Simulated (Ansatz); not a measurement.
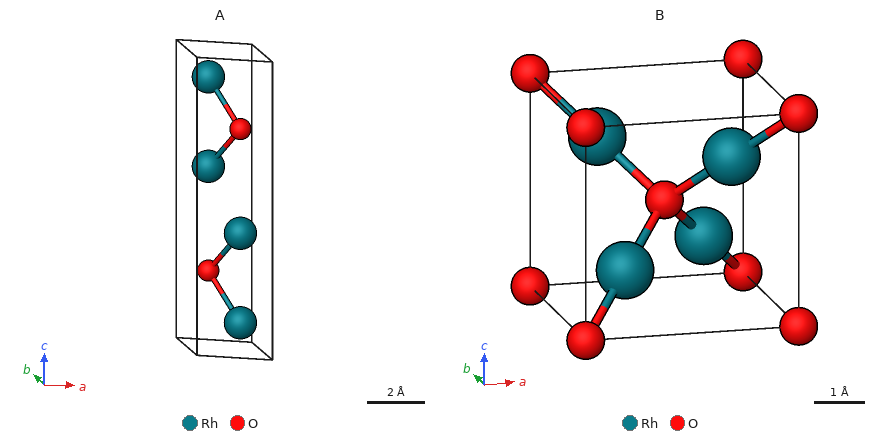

Two structures of Rh2O, each relaxed to rest (conventional cells in solid outline, small ones repeated, not to one scale). Method: DFT PBE, scalar-relativistic, plane waves, PAW (Ansatz 0.2.0), without spin polarisation.

**Which structures are these?**

A: 6 atoms a cell on a primitive hexagonal lattice, P6_3/mmc. B: cuprite (Cu₂O) type, Pn-3m.

**Which form lies lower?**

B is lower, by 80 meV/atom at this level of theory (energies at zero smearing). Volumes: A 11.9, B 14.3 Å³/atom.

One or both may be structure types tried for this composition rather than known phases.
